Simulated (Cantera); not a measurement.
A closed system holds: 1 mol Si3N4, 0.03 mol H2, 0.17 mol C, held at 7.50 Torr.

These are equilibrium values from Cantera (NASA tables, ideal gas, pure condensed phases), not measurements of a reactor. Candidate condensed phases: C, C6H6, C7H8, C8H18, Si, SiC, Si3N4; 105 gas species. Mutual solubility and eutectic melting of coexisting phases are not modelled. The tables' values for SiN are old estimates; treat these amounts as uncertain. Kinetics and transport are ignored.

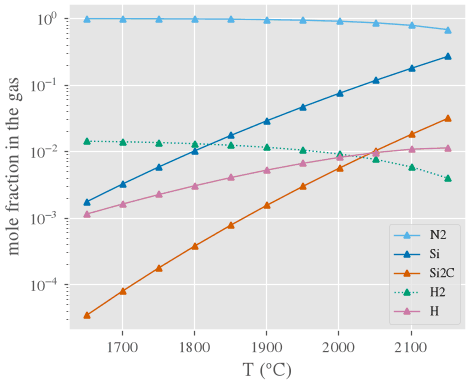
*Equilibrium gas composition (values under 1e-9 drawn at 1e-9)*

From 1652 °C to 2152 °C the condensed part is Si(l) + SiC(s). The main Si-bearing gas is Si throughout. The share of Si in condensed phases is highest at 1652 °C (99.9 %) and lowest at 2152 °C (65.0 %).
